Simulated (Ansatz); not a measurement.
# Calculations on CH$_{2}$FNSi

## 1. Relaxation

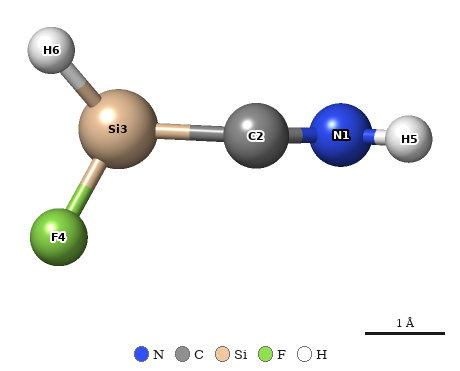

CH₂FNSi, before the relaxation. Style: ball-and-stick. Shown face on.

The run prepares an end point of a later path (torsion) calculation, from a guessed geometry.

The calculation used RKS PBE/def2-SVP in Ansatz.

The input:
```yaml
crystal:
  periodic: [false, false, false]
  atoms:
    - { symbol: "N", position_ang: [1.59262, -0.07202, -0.80028] }
    - { symbol: C, position_ang: [0.64142, -0.12243, -0.01904] }
    - { symbol: Si, position_ang: [-1.07723, 0.36146, 0.06117] }
    - { symbol: F, position_ang: [-2.05817, -0.92338, 0.1512] }
    - { symbol: H, position_ang: [2.48976, -0.44945, -0.50955] }
    - { symbol: H, position_ang: [-1.5884, 1.20582, 1.11649] }
basis:
  gaussian: { orbitals: def2-SVP }
hamiltonian:
  xc: pbe
relax:
  f_tol: 0.015
  max_steps: 40
output:
  orbitals: {}
```

Command:
```bash
ansatz run input.yaml --threads 1 --pin off --max-ram 2048MiB --backend cpu --events-out ev --progress --plain --runs-dir out
```

What does the optimiser find from here?

Answer. Over 11 accepted moves (12 points after the start) the energy falls by 0.361 eV. The largest force component goes from 1.1 to 0.0077 eV/Å. The line search rejected the trial step at point 6 of the run. The atom that moves furthest after the best rigid fit is H6 (0.38 Å). By element the largest moves are H 0.38 Å, Si 0.29 Å, C 0.23 Å, F 0.11 Å, N 0.07 Å. Some distances before and after: C2–Si3 1.787 → 1.868 Å, Si3–H6 1.445 → 1.523 Å, Si3–F4 1.619 → 1.658 Å, N1–C2 1.232 → 1.215 Å. Bond angles that change, for instance: C2–Si3–H6 122.1° → 95.7°, N1–C2–Si3 139.5° → 153.2°, C2–N1–H5 119.0° → 126.5°.

History of the run:

| step | E − E(0), eV | largest force component, eV/Å | note |
| --- | --- | --- | --- |
| 0 | 0.0000 | 1.0914 |  |
| 1 | -0.2179 | 1.1396 |  |
| 2 | -0.2738 | 1.3142 |  |
| 3 | -0.2826 | 1.5749 |  |
| 4 | -0.3409 | 0.6174 |  |
| 5 | -0.3512 | 0.2590 |  |
| 6 | -0.3109 | 0.4396 | rejected |
| 7 | -0.3538 | 0.2100 |  |
| 8 | -0.3569 | 0.1368 |  |
| 9 | -0.3599 | 0.1174 |  |
| 10 | -0.3604 | 0.0353 |  |
| 11 | -0.3605 | 0.0221 |  |
| 12 | -0.3606 | 0.0077 |  |

The structure at the end:

```xyz
6

N     1.5900   -0.1262   -0.7566
C     0.5176   -0.0305   -0.1943
Si   -1.2969    0.4073   -0.1265
F    -2.0762   -1.0203    0.1964
H     2.4891   -0.3781   -0.3220
H    -1.2236    1.1478    1.2029
```

The end point in the same view:

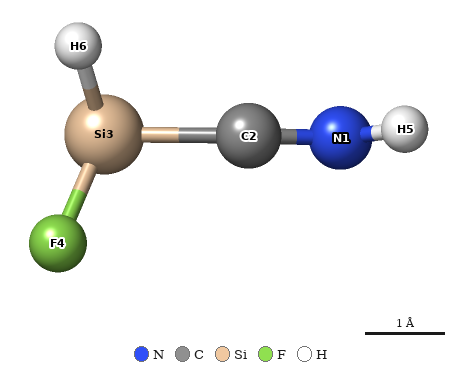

## 2. Relaxation

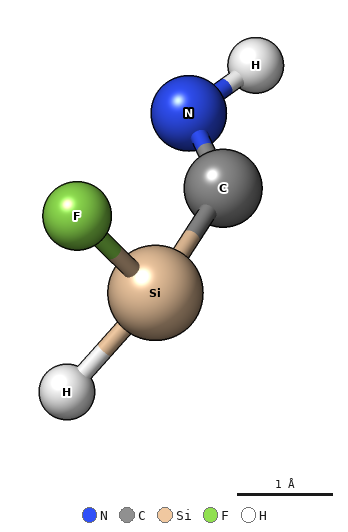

CH2FNSi, before the relaxation. A ball-and-stick model, seen from a free direction.

The run prepares an end point of a later path (torsion) calculation, from a guessed geometry.

Computed with Ansatz 0.2.0, RKS PBE/def2-SVP.

The input:
```yaml
crystal:
  periodic: [false, false, false]
  atoms:
    - { symbol: "N", position_ang: [1.59262, -0.07202, -0.80028] }
    - { symbol: C, position_ang: [0.64142, -0.12243, -0.01904] }
    - { symbol: Si, position_ang: [-1.07723, 0.36146, 0.06117] }
    - { symbol: F, position_ang: [-1.24917, 1.9709, 0.02495] }
    - { symbol: H, position_ang: [2.48976, -0.44945, -0.50955] }
    - { symbol: H, position_ang: [-2.04214, -0.06731, -0.92526] }
basis:
  gaussian: { orbitals: def2-SVP }
hamiltonian:
  xc: pbe
relax:
  f_tol: 0.015
  max_steps: 40
```

Launched with:
```bash
ansatz run input.yaml --threads 1 --pin off --max-ram 2048MiB --backend cpu --events-out ev --progress --plain --runs-dir out
```

Q: What does the optimiser find from here?

A: The energy falls by 33.6 kcal/mol in 13 accepted moves (14 points after the start). The largest force component goes from 2.7 to 0.0047 eV/Å. The line search rejected the trial step at point 10 of the run. The atom that moves furthest after the best rigid fit is C2 (0.65 Å). By element the largest moves are C 0.65 Å, H 0.30 Å, N 0.18 Å, F 0.18 Å, Si 0.18 Å. Among the contacts that change: C2–Si3 1.787 → 1.873 Å, Si3–H6 1.445 → 1.523 Å, Si3–F4 1.619 → 1.659 Å, N1–C2 1.232 → 1.208 Å. Among the angles between lasting bonds that change: C2–Si3–H6 122.1° → 95.9°, N1–C2–Si3 139.5° → 162.5°, C2–N1–H5 119.0° → 132.8°. Groups turn about N1–C2 by about 170°. The run took 33 s on 1 thread of Intel(R) Xeon(R) Platinum 8259CL CPU @ 2.50GHz (Skylake/Cascade Lake), on a shared host, peak memory 0.24 GiB.

The structure at the end:

```xyz
6

N     1.6998   -0.2102   -0.8342
C     0.5596    0.1231   -0.6138
Si   -1.0888    0.4024    0.2314
F    -1.3377    2.0406    0.1600
H     2.4607   -0.5426   -0.2272
H    -1.9383   -0.1923   -0.8842
```

After the run, drawn alike:

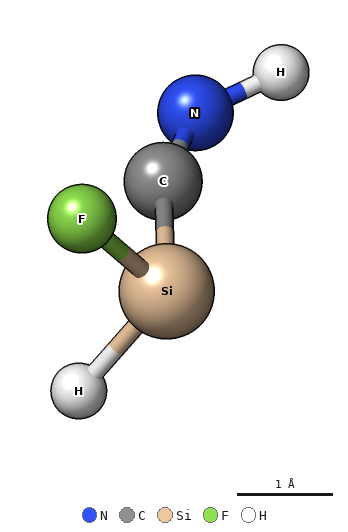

## 3. Path

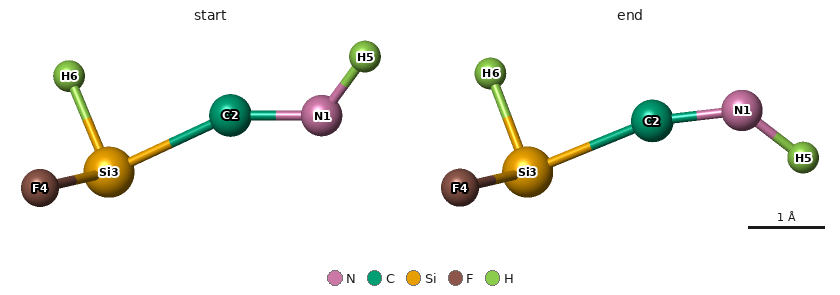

The two relaxed end points of a path for CH$_{2}$FNSi. A ball-and-stick model, seen from a free direction.

Theory: RKS PBE/def2-SVP in Ansatz 0.2.0.

Set-up: 5 movable images; climbing image; force threshold 0.05 eV/Å; iteration limit 60.

Start:
```xyz
6

N     1.5915   -0.1244   -0.7538
C     0.5179   -0.0301   -0.1933
Si   -1.2964    0.4083   -0.1278
F    -2.0770   -1.0201    0.1888
H     2.4896   -0.3780   -0.3181
H    -1.2256    1.1443    1.2042
```

End:
```xyz
6

N     1.7468   -0.2755   -0.1363
C     0.5689   -0.0921    0.0601
Si   -1.2250    0.3987   -0.1649
F    -2.0888   -0.9924    0.0987
H     2.3283   -0.2385   -0.9839
H    -1.3302    1.1998    1.1263
```

What barrier does the band find between them, and by what path?

The energy climbs by 2.31 kcal/mol to image 3 and then falls by 2.14 kcal/mol, so the end point sits at +0.17 kcal/mol. The motion is an in-plane inversion: the angle C2–N1–H5 opens from 126° to 179° on the way and closes on the other side (133° at the end). No bond forms or breaks between the ends. Bond angles that change up to the highest image, for instance: C2–N1–H5 126.5° → 179.1°, N1–C2–Si3 153.2° → 161.4°. The band is converged. At the top, the vibrational analysis gives one imaginary mode (386i cm⁻¹), as a transition state must have.

Energies of the converged images:

```csv
image,path (Å),E (kcal/mol)
0,0.00,0.00
1,0.18,0.67
2,0.36,1.92
3,0.55,2.31
4,0.76,1.50
5,0.97,0.55
6,1.18,0.17
```

The geometry at the top of the path:

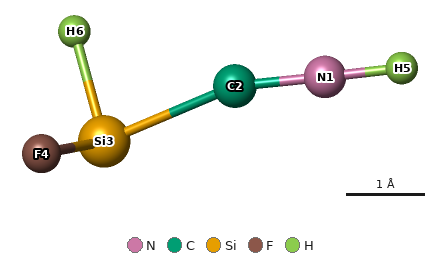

Cost: 120 s on 1 thread of Intel(R) Xeon(R) Platinum 8259CL CPU @ 2.50GHz (Skylake/Cascade Lake), with other jobs on the host, peak memory 0.24 GiB.
